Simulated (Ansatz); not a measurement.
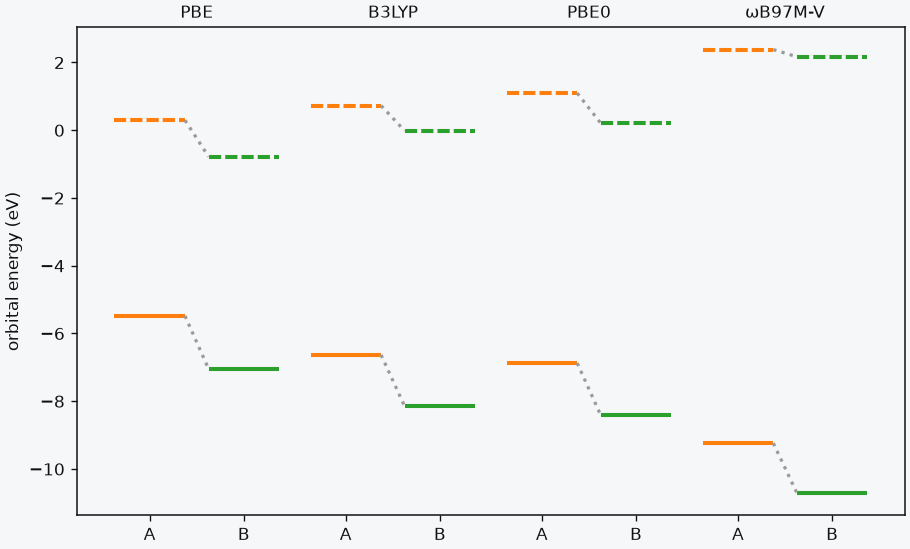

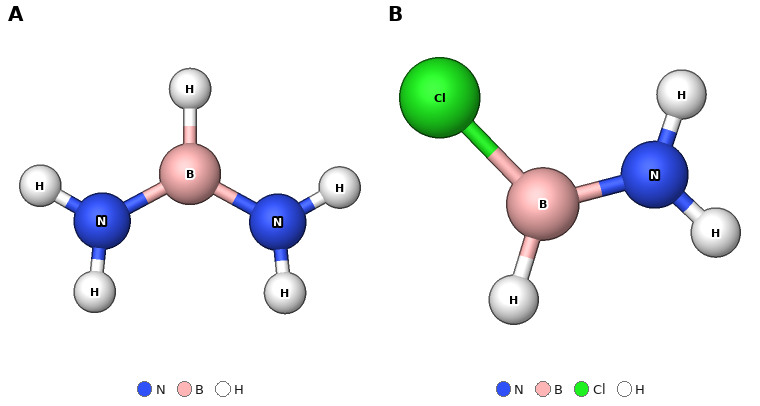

One change: A, BN₂H₅ (SMILES NBN), becomes B, BNH₃Cl (SMILES NBCl). NH₂ on B is replaced by Cl. HOMO (solid) and LUMO (dashed) computed in def2-TZVPP at PBE0-D4/def2-TZVP geometries, both minima by their frequencies, gas phase, the Ansatz code 0.2.0. Empty levels above zero depend strongly on the basis.

What does the change do to HOMO and LUMO?

Answer. PBE: the HOMO falls by 1.56 eV, the LUMO falls by 1.07 eV, and the separation goes from 5.78 to 6.27 eV. B3LYP: the HOMO falls by 1.52 eV, the LUMO falls by 0.74 eV, and the separation goes from 7.36 to 8.14 eV. PBE0: the HOMO falls by 1.54 eV, the LUMO falls by 0.89 eV, and the separation goes from 7.97 to 8.62 eV. ωB97M-V: the HOMO falls by 1.47 eV, the LUMO falls by 0.21 eV, and the separation goes from 11.62 to 12.88 eV.

Do the functionals agree on the effect?

Answer. They agree on the direction for both levels; the HOMO shift lies between −1.56 and −1.47 eV and the LUMO shift between −1.07 and −0.21 eV, while the separations themselves differ by up to 6.6 eV between functionals.
